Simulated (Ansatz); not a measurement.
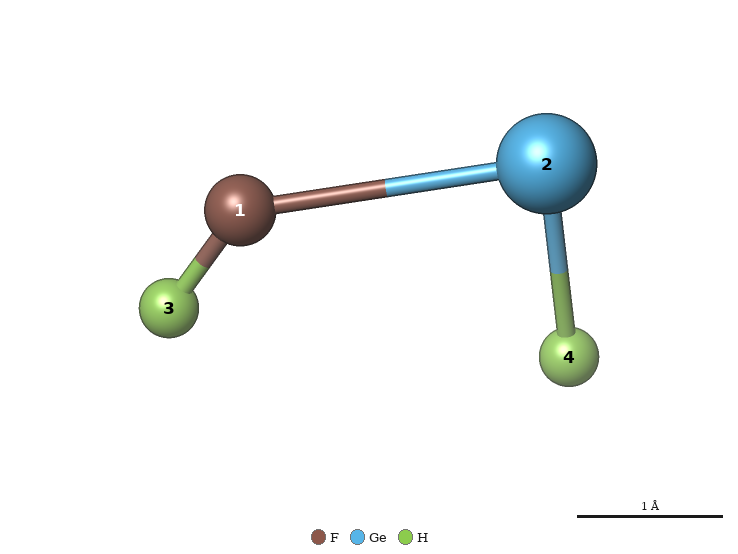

Orthographic view. Depth is shown by fading: the farther an atom, the more it takes the colour of the background. Charge +1, singlet. Computed geometry: PBE0-D4/def2-TZVP optimisation. No frequency run is at hand to confirm it as a minimum.

Give the geometry as a Z-matrix, atoms in numerical order, with these reference atoms: 2 to 1; 3 to 1, 2; 4 to 2, 1, 3.

```
F  
Ge   1   2.154
H    1   0.938   2   131.5
H    2   1.590   1    85.9   3     0.0
```
